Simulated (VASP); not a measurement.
Consider the following.

```
Pt3Ti
1.0
    3.95667     0.00000     0.00000
    0.00000     3.95667     0.00000
    0.00000     0.00000     3.95667
Ti Pt
1 3
Direct
  0.00000   0.00000   0.00000
  0.00000   0.50000   0.50000
  0.50000   0.00000   0.50000
  0.50000   0.50000   0.00000
```

Calculation: PW91 GGA, VASP's PBE PAW potentials (set 64) (plane waves; VASP 6.6.1). Run with 520 eV cut-off, 9×9×9 Γ-centred mesh, tetrahedra with Blöchl corrections, potentials Ti_sv Pt.

Unless said otherwise, spin-orbit coupling is left out, though it shifts the bands of the heavy elements here.

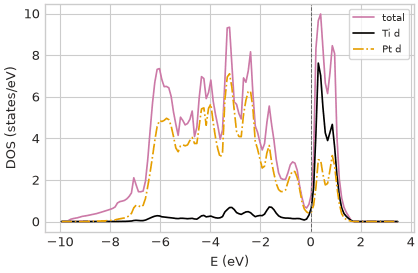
*Total and projected density of states, zero at the Fermi level*

Within 2 eV below the Fermi level the largest weight inside VASP's projection spheres is Pt d.

It has no gap at this level: it comes out as a metal or semimetal.

The compound is Pt3Ti in the L1_2 structure. It was relaxed first.
